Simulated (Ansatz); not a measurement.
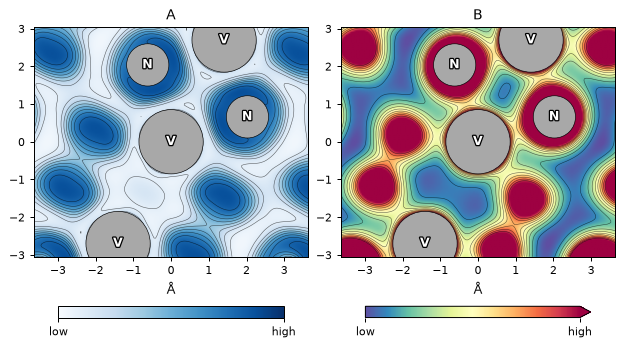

VN$_{2}$: 2 fields on the (111) plane of the conventional cell, with unlabelled colour scales. Grey discs cover the atomic cores.

Space group I4/mcm; not relaxed (largest force 0.4 eV/Å); the program warned that a starting moment wasn't kept; spin-polarised, but the moments vanished.

Computed with DFT PBE, scalar-relativistic, plane waves, PAW in Ansatz 0.2.0.

Q: Match the panels to the quantities (electron localisation function and valence pseudo-density).

A: Panel A: electron localisation function. Panel B: valence pseudo-density. From the grid: V–N (2.13 Å): ρ at the midpoint is about 0.53 e/Å³; the ELF peaks at about 0.90 in the valence shell of N, 0.7 Å from its nucleus, and is about 0.30 at the midpoint: no localised pair shows between them.
